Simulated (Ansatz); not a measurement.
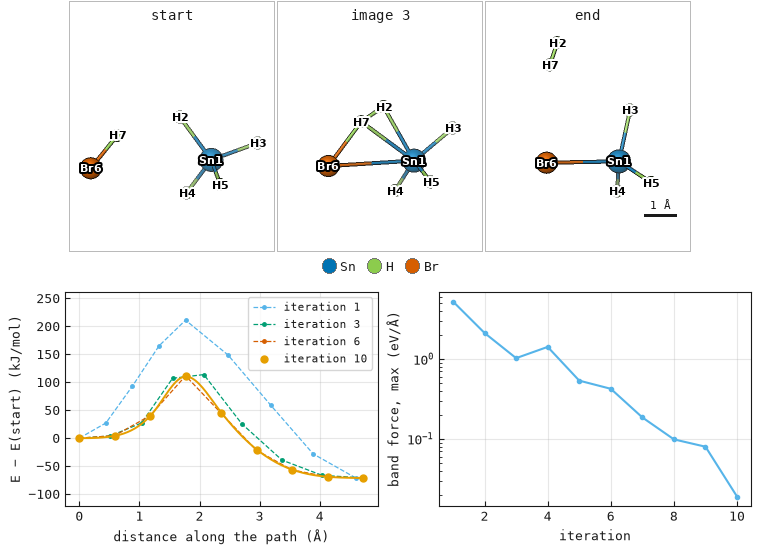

A nudged-elastic-band calculation for SnH5Br, made up at the start of SnH₄ and HBr. Images are numbered from 0 (start) to 8 (end). The plot follows the band through its iterations. The picture is a ball-and-stick view, seen at a tilt.

Theory: RKS PBE0-D4/def2-SVP (Ansatz 0.2.0). Settings: 7 movable images; climbing image; force threshold 0.05 eV/Å; iteration limit 60; starting path through a guess of the saddle point.

Question: How did the profile develop, and is the result final?

Answer: The result is final at these settings. The band converged in 10 iterations. The largest component of the band force went from 5.3 to 0.019 eV/Å. The climbing image converged on the top of the path. Its vibrational analysis gives one imaginary mode (934i cm⁻¹), as a transition state must have. The first iteration put the highest image at 211.0 kJ/mol. Forward barrier 110.3 kJ/mol, backward barrier 181.4 kJ/mol, with image 3 at the top; the reaction energy is −71.1 kJ/mol.

Limits of the set-up: the start holds two separate molecules, 2.3 Å apart at their closest, whose relative position is a soft coordinate.

Cost: 4.6 min on 1 thread of Arm Neoverse V1 (shared host), peak memory 0.21 GiB.
